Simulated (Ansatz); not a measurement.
## Hypothetical Fddd WSi2: pressure series

Base system: WSi$_{2}$ (space group Fddd, No. 70; a hypothetical phase, not in the database extracts checked).

```
CELL_PARAMETERS angstrom
      0.00000     3.97406     4.48659
      2.29550     0.00000     4.48659
      2.29550     3.97406     0.00000
ATOMIC_POSITIONS crystal
  Si 0.66352 0.33648 0.66352
  Si 0.33648 0.66352 0.33648
  Si 0.58648 0.91352 0.58648
  Si 0.91352 0.58648 0.91352
  W  0.00000 0.00000 0.00000
  W  0.25000 0.25000 0.25000
```

Cell and atoms are relaxed at each pressure.

Levels (all Ansatz, a first-principles code, PAW): PBE (420 eV, no SOC); PBEsol (420 eV, no spin-orbit coupling).

The base cell above is that of PBE; each level relaxes its own structures.

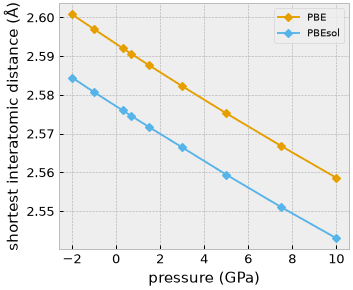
Shortest interatomic distance under two levels

### Question
How do the two levels compare along the series?

### Answer
PBE lies above PBEsol in every row, by 0.016 Å to 0.016 Å. They put the cases in the same order.

Load acts through the strain it causes; cell and atoms are relaxed under it. No phonon test of stability was made. No other phases were tried under pressure. All final runs are without spin polarisation.
